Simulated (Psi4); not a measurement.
**SiCl2F (SMILES F[Si](Cl)Cl) at UB3LYP/6-31G(d) (Cartesian functions)**

Aim: the vertical doublet–quartet gap of SiCl2F at UB3LYP/6-31G* (Cartesian functions), from 2 runs. 

The calculation is run with Psi4 1.11.

1 further run of the same task is left out (set aside as unsound or not needed).

### 1 The system as given

SiCl2F: 4 atoms, total charge 0, spin state doublet. As SMILES, `F[Si](Cl)Cl`. The coordinates come from a GFN2-xTB relaxation.

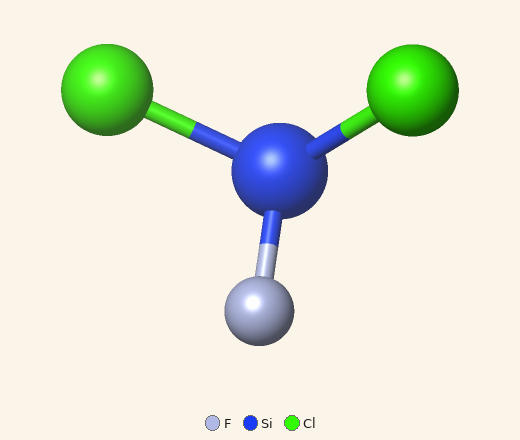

Viewed from a chosen angle; fluorine light blue, silicon blue, chlorine green.

### 2 Energy and gradient at UB3LYP/6-31G(d) (Cartesian functions)

calc.py

```python
import psi4

psi4.set_memory('1600 MB')
psi4.set_num_threads(1)
psi4.core.set_output_file('output.dat', False)

m = psi4.geometry("""
0 2
F      1.188320    -0.376450     0.907180
Si     0.062910    -0.422220    -0.255610
Cl    -1.686390    -0.399210     0.731740
Cl     0.435160     1.197870    -1.383320
symmetry c1
""")

options = {'reference': 'uks', 'puream': False, 'e_convergence': 1e-09, 'd_convergence': 1e-08, 'scf_type': 'pk', 'dft_radial_points': 99, 'dft_spherical_points': 590, 'maxiter': 200}
psi4.set_options(options)

e = psi4.gradient('b3lyp/6-31G*')
print('gradient / Eh bohr^-1')
print(e.np.round(6))
```

Started as:

```sh
python calc.py
```

output.dat, shortened:

```text
[...]
  Running in c1 symmetry.
[...]
  Nuclear repulsion =  267.856066824226446
[...]
  Multiplicity = 2
[...]
  Nalpha       = 29
  Nbeta        = 28
[...]
    Number of basis functions: 72
[...]
   @UKS iter   1: -1309.75929292974729   -5.26465e-02   5.88539e-03 DIIS/ADIIS
[...]
   @UKS iter  11: -1309.82950774623919   -1.22782e-11   9.65310e-09 DIIS
[...]
   @S^2 Observed:                7.514107603E-01
[...]
    Orbital Energies [Eh]
    ---------------------
    Alpha Occupied:
       1A   -101.569356     2A   -101.569347     3A    -66.252367
       4A    -24.714478     5A     -9.489534     6A     -9.489528
       7A     -7.251500     8A     -7.251484     9A     -7.244744
      10A     -7.244736    11A     -7.244164    12A     -7.244157
      13A     -5.393392    14A     -3.753096    15A     -3.751751
      16A     -3.751548    17A     -1.202437    18A     -0.878934
      19A     -0.857004    20A     -0.567485    21A     -0.481414
      22A     -0.472904    23A     -0.459912    24A     -0.419296
      25A     -0.386891    26A     -0.371196    27A     -0.358585
      28A     -0.349476    29A     -0.256433
    Alpha Virtual:
[...]
  @UKS Final Energy: -1309.82950774623919
   => Energetics <=
    Nuclear Repulsion Energy =            267.8560668242264455
    One-Electron Energy =               -2344.7321411416014598
    Two-Electron Energy =                 837.9489299025159426
    DFT Exchange-Correlation Energy =     -70.9023633313800445
    Empirical Dispersion Energy =           0.0000000000000000
    VV10 Nonlocal Energy =                  0.0000000000000000
    Total Energy =                      -1309.8295077462394147
[...]
 Multipole Moments:
 ------------------------------------------------------------------------------------
     Multipole            Electronic (a.u.)      Nuclear  (a.u.)        Total (a.u.)
 ------------------------------------------------------------------------------------
 L = 1.  Multiply by 2.5417464519 to convert [e a0] to [Debye]
 Dipole X            :          0.3293128           -0.4313620           -0.1020492
 Dipole Y            :         -0.0954853           -0.1741679           -0.2696532
 Dipole Z            :          0.2580659           -0.5639046           -0.3058386
 Magnitude           :                                                    0.4203143
[...]
  -Total Gradient:
     Atom            X                  Y                   Z
    ------   -----------------  -----------------  -----------------
       1        0.001744686330     0.003965172930     0.004707244442
       2       -0.024699808775     0.017130467565    -0.011867398253
       3        0.022895145010    -0.001917127074    -0.007848970487
       4        0.000034847267    -0.019170807544     0.014990115957
[...]
```

Standard output:

```text
gradient / Eh bohr^-1
[[ 1.7450e-03  3.9650e-03  4.7070e-03]
 [-2.4700e-02  1.7130e-02 -1.1867e-02]
 [ 2.2895e-02 -1.9170e-03 -7.8490e-03]
 [ 3.5000e-05 -1.9171e-02  1.4990e-02]]
```

Wall time 18 s (1 thread of Intel Xeon Platinum 8259CL at 2.50GHz (Skylake/Cascade Lake), shared host); peak memory 0.62 GiB.

### 3 The quartet

input.inp

```
memory 1.6 GB

molecule geom {
  0 4
  F      1.188320    -0.376450     0.907180
  Si     0.062910    -0.422220    -0.255610
  Cl    -1.686390    -0.399210     0.731740
  Cl     0.435160     1.197870    -1.383320
  symmetry c1
  no_reorient
  no_com
}

set basis 6-31G*
set reference uks
set puream false
set e_convergence 1e-09
set d_convergence 1e-08
set scf_type pk
set dft_radial_points 99
set dft_spherical_points 590
set maxiter 200

e, wfn = gradient('b3lyp', return_wfn=True)
oeprop(wfn, 'LOWDIN_CHARGES', 'DIPOLE', 'MULLIKEN_CHARGES', title='B3LYP')
```

Started as:

```sh
psi4 -n 1 input.inp input.out
```

input.out, shortened:

```text
[...]
  Running in c1 symmetry.
[...]
  Nuclear repulsion =  267.856066824226446
[...]
  Multiplicity = 4
[...]
  Nalpha       = 30
  Nbeta        = 27
[...]
    Number of basis functions: 72
[...]
   @UKS iter   1: -1309.45937040801664    2.47276e-01   5.84963e-03 DIIS/ADIIS
[...]
   @UKS iter  19: -1309.53441152232381    0.00000e+00   8.53264e-09 DIIS
[...]
   @S^2 Observed:                3.753754746E+00
[...]
  @UKS Final Energy: -1309.53441152232381
   => Energetics <=
    Nuclear Repulsion Energy =            267.8560668242264455
    One-Electron Energy =               -2343.9137983435894057
    Two-Electron Energy =                 837.3985811741038106
    DFT Exchange-Correlation Energy =     -70.8752611770644592
    Empirical Dispersion Energy =           0.0000000000000000
    VV10 Nonlocal Energy =                  0.0000000000000000
    Total Energy =                      -1309.5344115223238077
[...]
  -Total Gradient:
     Atom            X                  Y                   Z
    ------   -----------------  -----------------  -----------------
       1       -0.002289732745    -0.014764201573    -0.013450706662
       2       -0.030616780162     0.078087470792     0.028166443264
       3        0.069810323894     0.008544469386    -0.060592658970
       4       -0.036931454177    -0.071857204985     0.045857515924
[...]
 Multipole Moments:
 ------------------------------------------------------------------------------------
     Multipole            Electronic (a.u.)      Nuclear  (a.u.)        Total (a.u.)
 ------------------------------------------------------------------------------------
 L = 1.  Multiply by 2.5417464519 to convert [e a0] to [Debye]
 Dipole X            :         17.8338870          -18.3214428           -0.4875558
 Dipole Y            :         -7.6478175            8.0844184            0.4366009
 Dipole Z            :         12.1063597          -12.2657965           -0.1594368
 Magnitude           :                                                    0.6736105
[...]
```

Run time: 24 s. Hardware: 1 thread of Intel Xeon Platinum 8259CL at 2.50GHz (Skylake/Cascade Lake), shared host; peak memory 0.62 GiB.

### 4 Outcome

At UB3LYP/6-31G* (Cartesian functions):

```
                                        quantity           value
                           doublet: total energy  -1309.82951 Eh
                          doublet: dipole moment          1.07 D
     doublet: HOMO energy (highest over α and β)        -6.98 eV
      doublet: LUMO energy (lowest over α and β)        -3.86 eV
                                   doublet: ⟨S²⟩           0.751
               doublet: largest force on an atom      1.662 eV/Å
                           quartet: total energy  -1309.53441 Eh
                          quartet: dipole moment          1.71 D
     quartet: HOMO energy (highest over α and β)        -1.65 eV
                                   quartet: ⟨S²⟩           3.754
               quartet: largest force on an atom      4.777 eV/Å
vertical energy of the quartet above the doublet        8.030 eV
```

**Reading.** At this shape the quartet lies 8.03 eV (775 kJ/mol) above the doublet. The largest force (doublet) is 1.66 eV/Å: the shape isn't a stationary point for this species at this level. Mulliken charges (quartet) run from -0.31 on F1 to +0.13 on Cl4; they depend strongly on the basis.
